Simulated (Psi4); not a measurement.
Reaction (SMILES): OCl (OH-Cl) + H+ → [OH2+]Cl
B3LYP-D3(BJ)/def2-TZVP geometries, fixed; electronic energies without zero-point terms; positive where energy is released.

Basis-set convergence of the proton affinity at MP2 with Psi4. Cartesian d functions, on some or all atoms, in 6-31G*, 6-31G**, 6-31+G*; all else is spherical. Density fitting with the program's default auxiliary sets. Cores are frozen. Psi4's default fitting sets serve the pcseg sets less well. The proton sits at the site shown, which need not be the one that binds it best. No added dispersion term, no relativity. Functions are those of the species that has most. Reference: Hartree-Fock in aug-cc-pV(Q+d)Z plus the correlation part extrapolated as X^-3 from aug-cc-pV(T+d)Z and aug-cc-pV(Q+d)Z, 156.62 kcal/mol, itself unsure by roughly 0.27 kcal/mol (a third of the extrapolation step and of the last Hartree-Fock step). Deviations are taken from unrounded values.

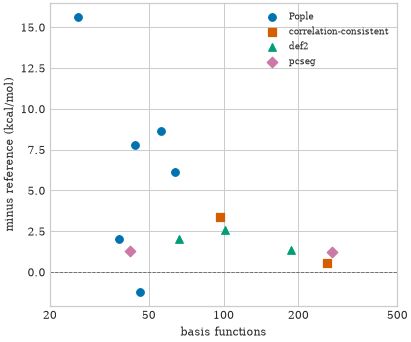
*Deviation from the reference against the number of basis functions, by family of sets.*

```
basis            functions  proton affinity (kcal/mol)  minus reference (kcal/mol)
---------------  ---------  --------------------------  --------------------------
3-21G                   26                      172.26                       15.64
6-31G*                  38                      158.67                        2.04
pcseg-1                 42                      157.93                        1.30
6-31G**                 44                      164.41                        7.79
6-31+G*                 46                      155.39                       -1.23
6-311G**                56                      165.27                        8.65
6-311+G**               64                      162.73                        6.10
def2-SVPD               66                      158.63                        2.01
cc-pV(T+d)Z             97                      160.00                        3.37
def2-TZVPP             101                      159.22                        2.60
def2-QZVPP             187                      157.97                        1.35
aug-cc-pV(Q+d)Z        261                      157.16                        0.53
aug-pcseg-3            272                      157.82                        1.20
```
